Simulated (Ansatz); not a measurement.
## Geometry relaxation of CH7AlS (part 2 of 2)

The same run, continued: CH7AlS; RKS PBE0/def2-SVP (Ansatz 0.2.0). It belongs to a series of runs on one base structure; here: end point A relaxed.

Geometry of the input (Å):
```
Al 0.1291  0.2355  0.1304
C  -0.0029  0.1179  2.0922
H  -0.9473  -0.3280  2.4481
H  0.8452  -0.4259  2.5421
H  0.0338  1.1336  2.5286
H  1.5478  0.4500  -0.5584
H  -1.2005  0.3007  -0.7461
S  -0.1239  -3.1398  0.7912
H  -1.4293  -3.0670  0.4548
H  -0.2452  -2.1651  1.7615
```

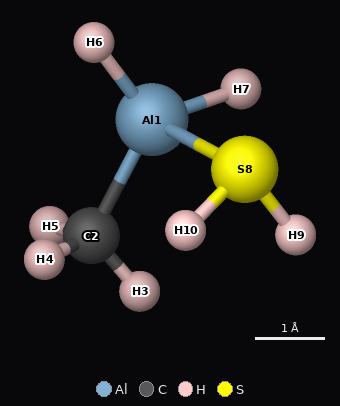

Fig. 1: The geometry at step 15 of the log (ball-and-stick view, seen at a tilt; atoms are numbered from 1 in the order of the input).

Trajectory as extended XYZ, continued
```
10
Properties=species:S:1:pos:R:3:forces:R:3 step=6 energy=-18568.69835
Al    0.0660   -0.0882    0.2480   -0.0853   0.0820   0.0082
C    -0.0134    0.2699    2.1861    0.0097  -0.0693   0.1064
H    -0.9431   -0.0809    2.6643   -0.0465  -0.0176  -0.0216
H     0.8310   -0.1873    2.7310    0.0196   0.0041  -0.0152
H     0.0451    1.3506    2.3930    0.0107   0.0918  -0.0280
H     1.4735    0.0576   -0.4884    0.0431  -0.0266  -0.0420
H    -1.2740    0.0632   -0.6276    0.0470  -0.0192   0.0156
S    -0.0397   -2.6963    0.3928   -0.0891  -0.0506   0.1223
H    -1.3751   -2.8024    0.2033    0.0462  -0.0001  -0.0115
H    -0.1634   -2.7745    1.7420    0.0446   0.0054  -0.1340
10
Properties=species:S:1:pos:R:3:forces:R:3 step=7 energy=-18568.70223
Al    0.0671   -0.0784    0.2596    0.0135  -0.0483  -0.0258
C    -0.0215    0.2745    2.1999    0.0118   0.0408  -0.0623
H    -0.9558   -0.0829    2.6633   -0.0115   0.0032   0.0210
H     0.8289   -0.1663    2.7465    0.0021  -0.0017   0.0217
H     0.0242    1.3633    2.3795   -0.0085  -0.0033   0.0311
H     1.4815    0.0074   -0.4822    0.0071   0.0306   0.0055
H    -1.2596    0.0792   -0.6274   -0.0011   0.0178   0.0031
S    -0.0582   -2.6953    0.3591   -0.0126  -0.0108  -0.0105
H    -1.4005   -2.7922    0.2398   -0.0063  -0.0072   0.0127
H    -0.0991   -2.7974    1.7064    0.0056  -0.0210   0.0034
10
Properties=species:S:1:pos:R:3:forces:R:3 step=8 energy=-18568.70715
Al    0.0788   -0.0716    0.2565   -0.0164  -0.0417   0.0150
C    -0.0352    0.2871    2.1945   -0.0108   0.0029  -0.0069
H    -0.9769   -0.0669    2.6466   -0.0110   0.0043  -0.0024
H     0.8012   -0.1592    2.7585    0.0134   0.0066   0.0043
H     0.0100    1.3750    2.3801    0.0038  -0.0021   0.0057
H     1.5047   -0.0013   -0.4635    0.0137   0.0050   0.0017
H    -1.2336    0.1090   -0.6468    0.0013   0.0042  -0.0061
S    -0.1022   -2.6959    0.3189    0.0180  -0.0007   0.0000
H    -1.4499   -2.7809    0.3454   -0.0139   0.0094   0.0216
H     0.0102   -2.8835    1.6542    0.0020   0.0122  -0.0329
10
Properties=species:S:1:pos:R:3:forces:R:3 step=9 energy=-18568.69198 accepted=F
Al    0.0894   -0.0789    0.2560   -0.0075  -0.0277  -0.0064
C    -0.0589    0.2918    2.1903   -0.0264  -0.0627   0.0417
H    -1.0129   -0.0506    2.6271    0.0000   0.0075  -0.0203
H     0.7589   -0.1599    2.7786    0.0035   0.0180  -0.0229
H    -0.0094    1.3796    2.3748    0.0128   0.0056  -0.0183
H     1.5324   -0.0337   -0.4336    0.0070  -0.0018   0.0065
H    -1.2015    0.1324   -0.6733    0.0117  -0.0011   0.0019
S    -0.1559   -2.7008    0.2515   -0.4371  -0.0585   0.8141
H    -1.5105   -2.7209    0.5009    0.6474  -0.0100  -0.0653
H     0.1753   -2.9472    1.5721   -0.2113   0.1307  -0.7310
10
Properties=species:S:1:pos:R:3:forces:R:3 step=10 energy=-18568.71100
Al    0.0825   -0.0774    0.2534   -0.0031  -0.0143   0.0021
C    -0.0488    0.2815    2.1909   -0.0086  -0.0070   0.0015
H    -0.9963   -0.0687    2.6346    0.0003   0.0035  -0.0008
H     0.7819   -0.1664    2.7628   -0.0015   0.0002  -0.0015
H    -0.0011    1.3689    2.3787   -0.0005   0.0016  -0.0056
H     1.5203   -0.0189   -0.4466    0.0016  -0.0001   0.0053
H    -1.2164    0.1238   -0.6658    0.0068   0.0024  -0.0012
S    -0.1311   -2.6904    0.2906   -0.0521   0.0022   0.0475
H    -1.4756   -2.7504    0.4343    0.0577   0.0077   0.0123
H     0.0914   -2.8903    1.6114   -0.0006   0.0037  -0.0596
10
Properties=species:S:1:pos:R:3:forces:R:3 step=11 energy=-18568.71321
Al    0.0862   -0.0779    0.2495    0.0027  -0.0112   0.0118
C    -0.0628    0.2779    2.1866   -0.0057  -0.0043   0.0067
H    -1.0167   -0.0653    2.6222    0.0060   0.0015  -0.0044
H     0.7600   -0.1751    2.7666   -0.0108  -0.0022  -0.0088
H    -0.0091    1.3647    2.3759   -0.0018   0.0099  -0.0050
H     1.5347   -0.0323   -0.4308   -0.0061  -0.0043   0.0047
H    -1.1995    0.1397   -0.6852    0.0119   0.0004   0.0026
S    -0.1605   -2.6802    0.2685   -0.1717  -0.0342   0.2070
H    -1.4951   -2.7212    0.5253    0.2159   0.0074  -0.0214
H     0.1697   -2.9184    1.5659   -0.0404   0.0370  -0.1933
10
Properties=species:S:1:pos:R:3:forces:R:3 step=12 energy=-18568.71514
Al    0.0886   -0.0880    0.2539   -0.0060   0.0185  -0.0364
C    -0.0729    0.2791    2.1878   -0.0092  -0.0373   0.0103
H    -1.0354   -0.0497    2.6159    0.0102   0.0038  -0.0007
H     0.7384   -0.1830    2.7767   -0.0126   0.0038  -0.0017
H    -0.0065    1.3662    2.3728    0.0006  -0.0018  -0.0163
H     1.5417   -0.0482   -0.4169    0.0006  -0.0133   0.0095
H    -1.1872    0.1398   -0.6911    0.0041   0.0104   0.0026
S    -0.1862   -2.6865    0.2408   -0.1329   0.0216   0.2592
H    -1.5002   -2.7009    0.5888    0.2006  -0.0071  -0.0365
H     0.2266   -2.9170    1.5158   -0.0552   0.0014  -0.1900
10
Properties=species:S:1:pos:R:3:forces:R:3 step=13 energy=-18568.71333 accepted=F
Al    0.0839   -0.0753    0.2478    0.0520  -0.0191   0.0400
C    -0.0950    0.2859    2.1811   -0.0153  -0.0011   0.0228
H    -1.0734   -0.0168    2.5938    0.0287   0.0121  -0.0101
H     0.6938   -0.2027    2.7803   -0.0277   0.0177  -0.0208
H     0.0000    1.3709    2.3699   -0.0033  -0.0244  -0.0020
H     1.5516   -0.0854   -0.3940   -0.0113   0.0069  -0.0064
H    -1.1705    0.1945   -0.7147    0.0095  -0.0254   0.0026
S    -0.2193   -2.6648    0.2259   -0.2019  -0.1103   0.5165
H    -1.4931   -2.6869    0.7191    0.3461  -0.0140  -0.1228
H     0.3289   -3.0076    1.4351   -0.1768   0.1575  -0.4198
10
Properties=species:S:1:pos:R:3:forces:R:3 step=14 energy=-18568.72008
Al    0.0884   -0.0831    0.2511   -0.0025  -0.0095  -0.0026
C    -0.0850    0.2782    2.1846    0.0003  -0.0007  -0.0005
H    -1.0526   -0.0421    2.6068   -0.0026   0.0013  -0.0042
H     0.7180   -0.1912    2.7786   -0.0033   0.0009  -0.0003
H    -0.0103    1.3647    2.3692   -0.0006   0.0003   0.0006
H     1.5491   -0.0760   -0.4038    0.0037  -0.0015   0.0033
H    -1.1742    0.1668   -0.7049    0.0004   0.0079  -0.0031
S    -0.2126   -2.6689    0.2372   -0.0011   0.0133   0.0066
H    -1.4975   -2.6947    0.6589    0.0408  -0.0085   0.0311
H     0.2836   -2.9420    1.4666   -0.0350  -0.0034  -0.0310
10
Properties=species:S:1:pos:R:3:forces:R:3 step=15 energy=-18568.72312
Al    0.0891   -0.0843    0.2520   -0.0032   0.0119  -0.0134
C    -0.0985    0.2817    2.1828   -0.0034   0.0025  -0.0005
H    -1.0761   -0.0240    2.5927   -0.0002   0.0010   0.0000
H     0.6900   -0.1998    2.7859   -0.0024  -0.0022   0.0045
H    -0.0100    1.3670    2.3686   -0.0006  -0.0011  -0.0020
H     1.5576   -0.1065   -0.3876   -0.0030  -0.0029   0.0044
H    -1.1579    0.1925   -0.7185    0.0097   0.0021   0.0062
S    -0.2450   -2.6550    0.2205   -0.0032  -0.0100  -0.0047
H    -1.4874   -2.6914    0.7518    0.0028   0.0008   0.0116
H     0.3451   -2.9685    1.3962    0.0035  -0.0021  -0.0060
10
Properties=species:S:1:pos:R:3:forces:R:3 step=16 energy=-18568.72089 accepted=F
Al    0.0879   -0.0850    0.2520    0.0238   0.0085  -0.0290
C    -0.1198    0.2850    2.1799   -0.0084  -0.0031   0.0120
H    -1.1118    0.0026    2.5729    0.0150   0.0069  -0.0028
H     0.6467   -0.2154    2.7966   -0.0140   0.0056  -0.0052
H    -0.0090    1.3683    2.3666   -0.0019  -0.0093  -0.0010
H     1.5678   -0.1546   -0.3624   -0.0207   0.0095   0.0039
H    -1.1351    0.2308   -0.7384    0.0210  -0.0040   0.0193
S    -0.2920   -2.6426    0.1978   -0.1131  -0.1033   0.4290
H    -1.4689   -2.6724    0.8880    0.2821  -0.0081  -0.1563
H     0.4410   -3.0048    1.2915   -0.1838   0.0973  -0.2698
10
Properties=species:S:1:pos:R:3:forces:R:3 step=17 energy=-18568.72444
Al    0.0897   -0.0836    0.2510   -0.0083   0.0185  -0.0057
C    -0.1088    0.2835    2.1806   -0.0033  -0.0040   0.0066
H    -1.0952   -0.0071    2.5806    0.0067   0.0028  -0.0027
H     0.6661   -0.2106    2.7915   -0.0076   0.0027   0.0003
H    -0.0055    1.3675    2.3676    0.0001  -0.0036  -0.0021
H     1.5636   -0.1250   -0.3763   -0.0061  -0.0104   0.0027
H    -1.1449    0.2170   -0.7278    0.0097  -0.0035   0.0054
S    -0.2710   -2.6503    0.2111   -0.0257  -0.0289   0.0774
H    -1.4789   -2.6956    0.8218    0.0573   0.0111  -0.0248
H     0.3919   -2.9838    1.3443   -0.0228   0.0153  -0.0570
10
Properties=species:S:1:pos:R:3:forces:R:3 step=18 energy=-18568.72363 accepted=F
Al    0.0834   -0.0816    0.2520    0.0503  -0.0368  -0.0197
C    -0.1213    0.2854    2.1811   -0.0056  -0.0021   0.0100
H    -1.1161    0.0120    2.5733    0.0126   0.0067  -0.0049
H     0.6398   -0.2230    2.7980   -0.0136   0.0080  -0.0110
H    -0.0004    1.3674    2.3694   -0.0028  -0.0084   0.0014
H     1.5603   -0.1664   -0.3654   -0.0069   0.0369   0.0026
H    -1.1402    0.2319   -0.7358    0.0071   0.0000   0.0102
S    -0.2823   -2.6481    0.1983   -0.1039  -0.0162   0.1885
H    -1.4556   -2.6652    0.8812    0.1246  -0.0332  -0.0727
H     0.4393   -3.0006    1.2922   -0.0619   0.0451  -0.1044
10
Properties=species:S:1:pos:R:3:forces:R:3 step=19 energy=-18568.72509
Al    0.0904   -0.0829    0.2515   -0.0144  -0.0018  -0.0087
C    -0.1138    0.2839    2.1806    0.0000  -0.0029   0.0039
H    -1.1046    0.0012    2.5755    0.0039   0.0021  -0.0035
H     0.6536   -0.2165    2.7958   -0.0055   0.0027  -0.0007
H    -0.0030    1.3669    2.3682    0.0004  -0.0021  -0.0002
H     1.5656   -0.1382   -0.3711   -0.0024  -0.0046   0.0028
H    -1.1393    0.2208   -0.7312    0.0050   0.0092   0.0017
S    -0.2844   -2.6490    0.2055    0.0008  -0.0080   0.0392
H    -1.4711   -2.6915    0.8538    0.0231   0.0072  -0.0082
H     0.4135   -2.9829    1.3157   -0.0110  -0.0017  -0.0263
10
Properties=species:S:1:pos:R:3:forces:R:3 step=20 energy=-18568.72531
Al    0.0871   -0.0816    0.2492    0.0225   0.0025   0.0178
C    -0.1199    0.2843    2.1783   -0.0004   0.0009   0.0035
H    -1.1146    0.0103    2.5690    0.0002   0.0018  -0.0010
H     0.6403   -0.2230    2.7967   -0.0044   0.0011  -0.0039
H    -0.0003    1.3662    2.3670   -0.0010  -0.0009   0.0004
H     1.5641   -0.1477   -0.3675    0.0006  -0.0005  -0.0026
H    -1.1348    0.2419   -0.7359   -0.0040  -0.0135  -0.0015
S    -0.2895   -2.6482    0.2081   -0.0146  -0.0030  -0.0154
H    -1.4586   -2.6850    0.8857   -0.0013  -0.0063   0.0057
H     0.4333   -3.0053    1.2937    0.0026   0.0179  -0.0030
10
Properties=species:S:1:pos:R:3:forces:R:3 step=21 energy=-18568.72575
Al    0.0886   -0.0811    0.2502    0.0048  -0.0155   0.0087
C    -0.1265    0.2855    2.1783    0.0026  -0.0001   0.0073
H    -1.1278    0.0241    2.5614    0.0053   0.0027  -0.0048
H     0.6224   -0.2316    2.8028   -0.0071   0.0053  -0.0075
H     0.0052    1.3659    2.3681   -0.0007  -0.0045   0.0018
H     1.5675   -0.1632   -0.3605    0.0005   0.0018  -0.0005
H    -1.1271    0.2469   -0.7401   -0.0046   0.0033  -0.0041
S    -0.3088   -2.6457    0.2006   -0.0113  -0.0065   0.0533
H    -1.4489   -2.6852    0.9292    0.0395  -0.0026  -0.0193
H     0.4622   -3.0038    1.2544   -0.0291   0.0160  -0.0349
10
Properties=species:S:1:pos:R:3:forces:R:3 step=22 energy=-18568.72583
Al    0.0880   -0.0826    0.2503    0.0031  -0.0049   0.0027
C    -0.1267    0.2850    2.1782    0.0013  -0.0028   0.0055
H    -1.1288    0.0260    2.5607    0.0032   0.0018  -0.0028
H     0.6206   -0.2337    2.8029   -0.0048   0.0037  -0.0043
H     0.0073    1.3651    2.3682   -0.0003  -0.0036  -0.0001
H     1.5670   -0.1638   -0.3603    0.0011  -0.0006  -0.0003
H    -1.1272    0.2478   -0.7401   -0.0032   0.0010  -0.0024
S    -0.3089   -2.6465    0.2003   -0.0052   0.0009   0.0337
H    -1.4474   -2.6856    0.9302    0.0222  -0.0033  -0.0106
H     0.4631   -2.9999    1.2540   -0.0174   0.0078  -0.0215
10
Properties=species:S:1:pos:R:3:forces:R:3 step=23 energy=-18568.72590
Al    0.0876   -0.0829    0.2503   -0.0003  -0.0007   0.0016
C    -0.1279    0.2848    2.1780    0.0003   0.0012  -0.0004
H    -1.1315    0.0293    2.5586   -0.0003   0.0001  -0.0005
H     0.6165   -0.2365    2.8036   -0.0004  -0.0007  -0.0003
H     0.0096    1.3643    2.3683   -0.0001   0.0008   0.0010
H     1.5669   -0.1677   -0.3593    0.0011  -0.0008  -0.0004
H    -1.1261    0.2511   -0.7412   -0.0008   0.0007  -0.0008
S    -0.3116   -2.6442    0.2007   -0.0003  -0.0002   0.0002
H    -1.4441   -2.6883    0.9379    0.0008  -0.0006   0.0006
H     0.4676   -2.9980    1.2475    0.0001   0.0002  -0.0010
```
